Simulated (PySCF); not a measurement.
**C$_{2}$H$_{10}$Si$_{4}$: density, localisation and related maps**

Input

```
{"job": {"kind": "uv", "xc": "CAM-B3LYP", "basis": "def2-SVPD", "nstates": 8, "ntriplets": 3}, "charge": 0, "multiplicity": 1}
C      3.059588     0.072475     1.377875
C      2.460104    -0.138398     0.357313
Si     1.504334    -0.436317    -1.198685
Si    -0.750776     0.001724    -0.768429
Si    -1.076478     2.085155     0.215370
Si    -1.797093    -1.745659     0.356807
H      3.594105     0.252486     2.266659
H      2.130583     0.429774    -2.208358
H      1.801739    -1.825689    -1.578232
H     -1.369004     0.062029    -2.118299
H     -2.012866     2.017919     1.341263
H      0.181039     2.623827     0.738333
H     -1.617313     3.093337    -0.698857
H     -1.978902    -1.425976     1.775189
H     -3.123008    -2.075033    -0.170956
H     -1.013650    -2.982710     0.301596
```

Command:

```sh
OMP_NUM_THREADS=1 python probes_run.py task.json out
```

Geometry: GFN2-xTB.

These are results of CAM-B3LYP/def2-SVPD, SCF density, gas phase (PySCF 2.14.0), not measurements.

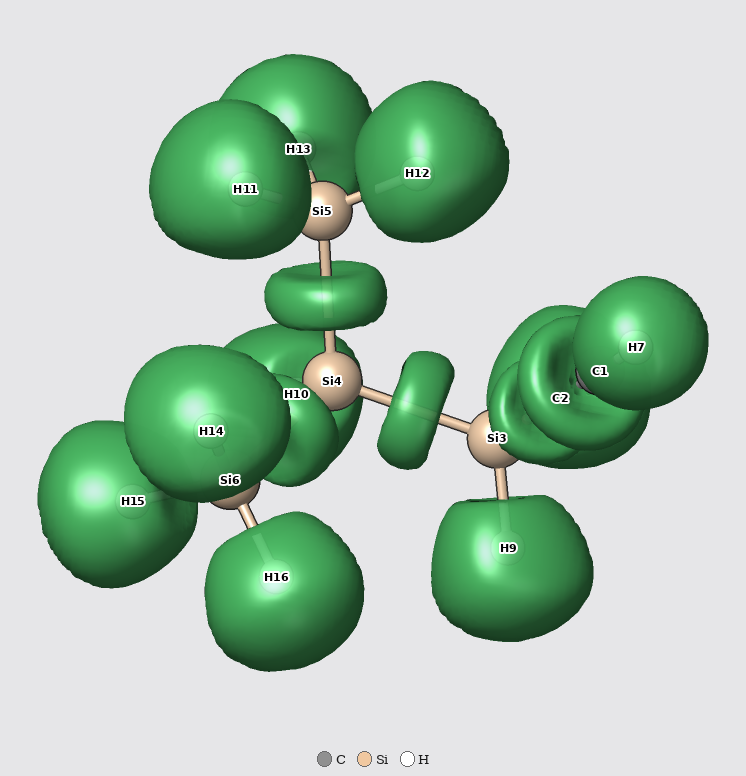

Figure 1. Isosurface of the ELF at 0.8 (green), seen at a tilt. Only the valence region is drawn (cores and ρ < 0.01 e/Å³ removed).

Where are the electrons localised?

The surface consists of one region between bonded C–C atoms (shared pairs), one region between bonded C–Si atoms (shared pairs), three regions between bonded Si–Si atoms (shared pairs) and ten regions around hydrogen nuclei. Profiles from the grid: C–C (1.20 Å): the ELF peaks at about 0.85 between the atoms; a short, multiple covalent bond. C–Si (1.85 Å): the ELF peaks at about 0.95 between the atoms, as expected for a covalent bond.

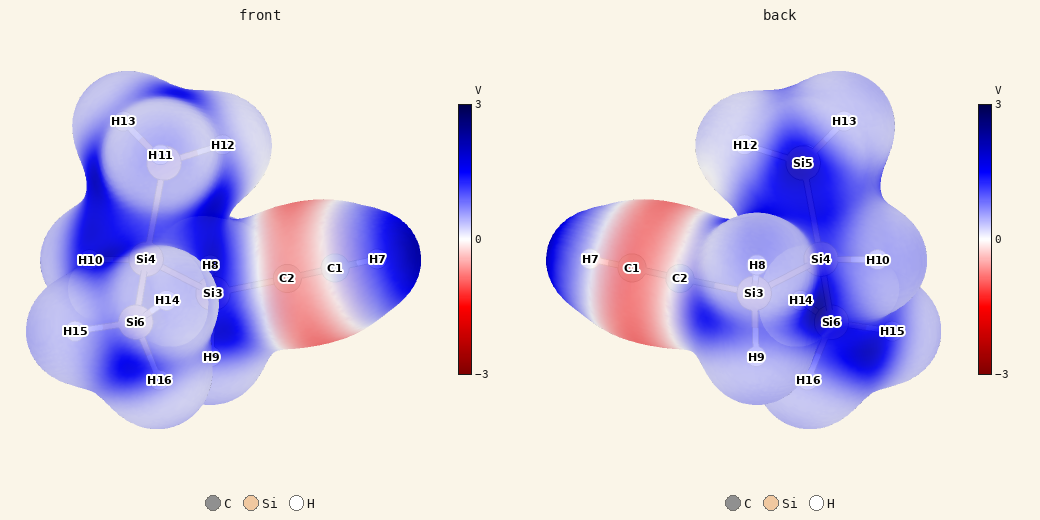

Figure 2. The electrostatic potential painted on the density surface at 0.004 e/bohr³, seen from the front and from behind; red is negative and blue positive.

Which sites attract a positive test charge, and which a negative one?

A positive charge is drawn to the negative regions and a negative charge to the positive ones. The most negative region (about −0.8 V) lies over C1 and C2, the most positive (about +2.2 V) over Si3 and H7.

How polar is the molecule by this calculation?

Its dipole moment is 0.24 D.

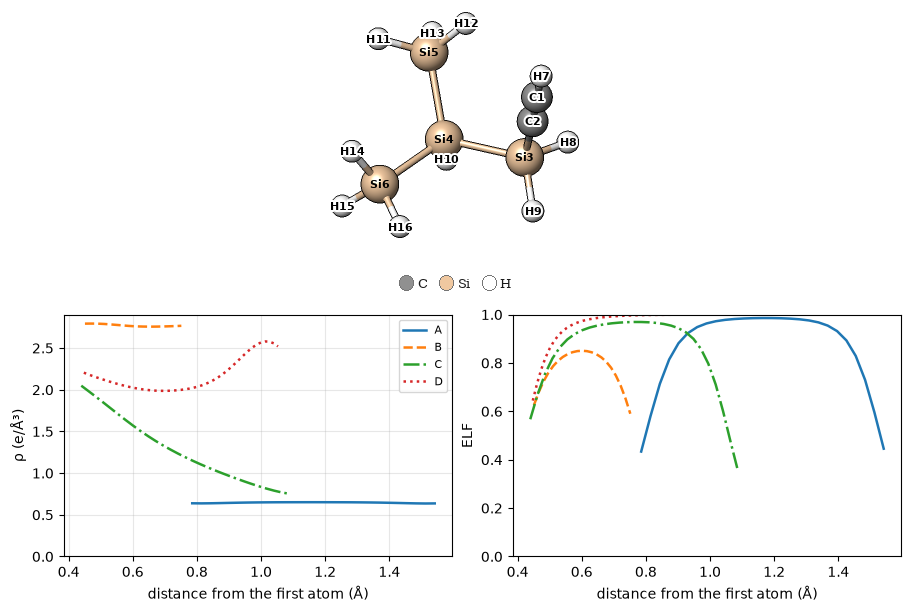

Figure 3. Electron density and electron localisation function along straight lines between neighbouring atoms. The curves leave out the atomic cores. The structure is drawn too.

Which curve belongs to which contact (C–C, C–H, C–Si and Si–Si)? The first atom named is at distance zero.

Curve A: Si–Si (2.33 Å): ρ is about 0.65 e/Å³ halfway; the ELF peaks at about 1 between the atoms (a shared electron pair). Curve B: C–C (1.20 Å): ρ is about 2.8 e/Å³ halfway; the ELF peaks at about 0.85 between the atoms; a multiple bond. Curve C: C–Si (1.85 Å): ρ at the midpoint is about 0.93 e/Å³; the ELF peaks at about 0.95 between the atoms, as expected for localised, covalent bonding. Curve D: C–H (1.05 Å): ρ at the midpoint is about 2.1 e/Å³; the ELF climbs to about 1 towards the hydrogen, as it does in any bond to H: an ordinary covalent bond to hydrogen.
